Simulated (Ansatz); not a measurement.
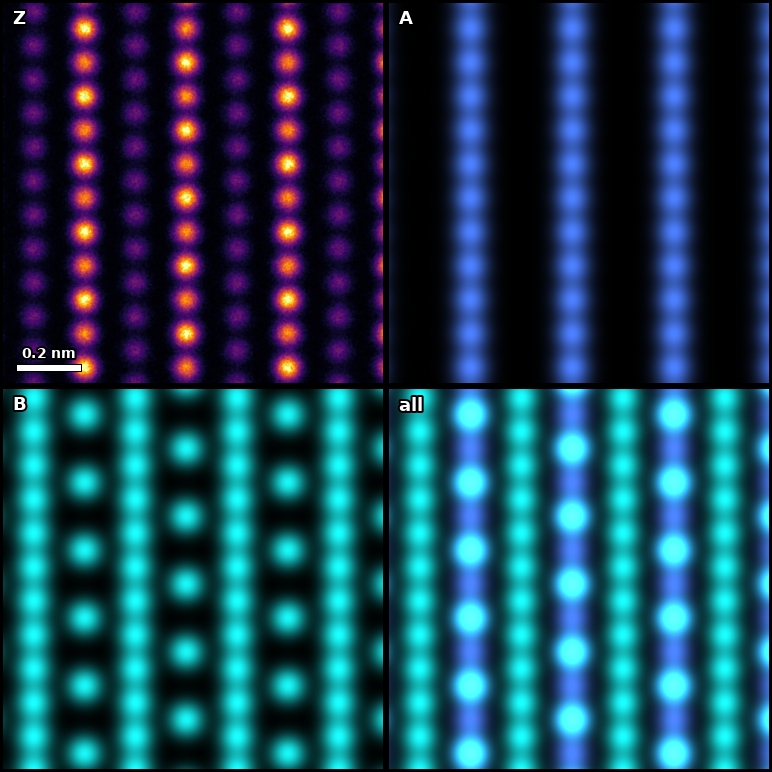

Cu2S3 (Pm-3m, No. 221) along [221]. Panel Z: The image is simulated as a sum over atoms of Z^1.7, blurred by a 0.60 Å probe (no channelling). Shot noise was added. The other panels are simulated element maps (the number of atoms of one element along the beam, blurred by 0.9 Å; each on its own scale, no channelling); the last overlays them. Model: the geometry relaxed with DFT PBE, scalar-relativistic, plane waves, PAW (Ansatz); the starting structure was generated, so it need not be a known form of this composition.

```
Cu S
1.0
     4.54126    0.00000    0.00000
     0.00000    4.54126    0.00000
     0.00000    0.00000    4.54126
Cu S
2 3
Direct
  0.00000 0.00000 0.00000
  0.50000 0.50000 0.50000
  0.00000 0.50000 0.50000
  0.50000 0.00000 0.50000
  0.50000 0.50000 0.00000
```

Q: Which element does each lettered map show?

A: Cu, B: S. The projected cell (2.14 × 3.38 Å, 108°) holds 4 columns: 2 of S, 1 of Cu and 1 of Cu + S. Columns shared by several elements: Cu + S.
